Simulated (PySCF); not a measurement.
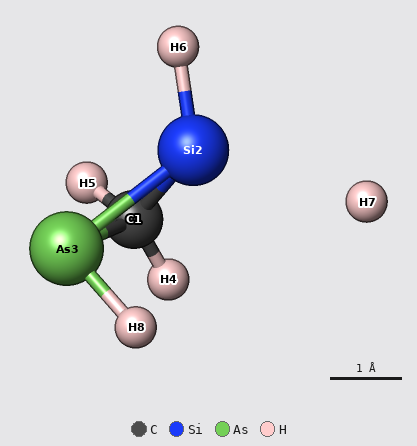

The structure (ball-and-stick view, seen at a tilt; atoms are numbered from 1 in the order of the input). Sticks are drawn by distance; a stretched bond gets none, so the picture shows separate pieces. Bond lengths as drawn: As–C 2.05 Å, As–H 1.53 Å, As–Si 2.32 Å, C–H 1.08 to 1.09 Å, C–Si 1.84 Å and H–Si 1.48 Å.

Run report: CH5AsSi, single-point calculation

The run: single-point calculation of CH5AsSi. Method and program: wB97M-V/def2-SVP, RKS (PySCF 2.14.0).

A bond length was changed on purpose from its optimised value.

Output:
```
converged SCF energy = -2565.75165681912
total energy: -2565.75165682 hartree
```

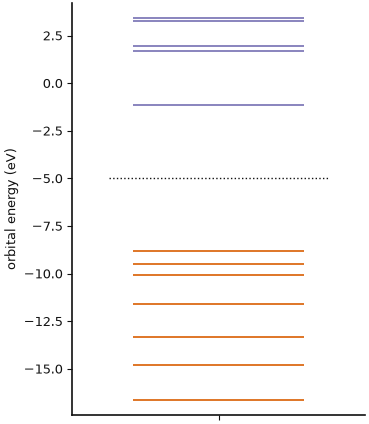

Orbital energies near the frontier; the dotted line parts filled from empty levels, and levels within 0.02 eV of each other stand side by side. Highest filled −8.80 eV, lowest empty −1.16 eV, 7.64 eV apart.

This output came from the following input.

Input (run.py):
```python
from pyscf import gto, dft

mol = gto.M(
    atom='''
C   -1.836703   0.210541  -0.101759
Si  -0.358603   0.855741   0.789941
As  -1.604503  -0.930059   1.581441
H   -1.733603  -0.331359  -1.035059
H   -2.757103   0.784441  -0.048059
H   -0.485103   2.166541   1.464741
H    2.040800   0.422300  -0.277100
H   -0.638003  -1.886759   0.889841
''',
    spin=0,
    basis='def2-svp',
    charge=0,
    max_memory=1860,
    verbose=3,
)

mf = dft.RKS(mol)
mf.xc = 'wb97m-v'
mf.nlcgrids.level = 1
mf.grids.level = 5
mf.conv_tol = 1e-10
mf.kernel()
if not mf.converged:
    mf = mf.newton().run(mf.mo_coeff, mf.mo_occ)

e_final = mf.e_tot
print(f'total energy: {e_final:.8f} hartree')
```

Launch command:
```bash
OMP_NUM_THREADS=1 python run.py
```

Results in brief:

- outcome: converged
- total energy: −2565.751657 hartree
- basis functions: 89
- HOMO: −8.80 eV
- LUMO: −1.16 eV
- dipole moment: 1.49 D
- hardware: 1 thread of Arm Neoverse V1, 112 GiB of memory available, shared host
- wall time: 1.7 min
- peak memory: 0.47 GiB
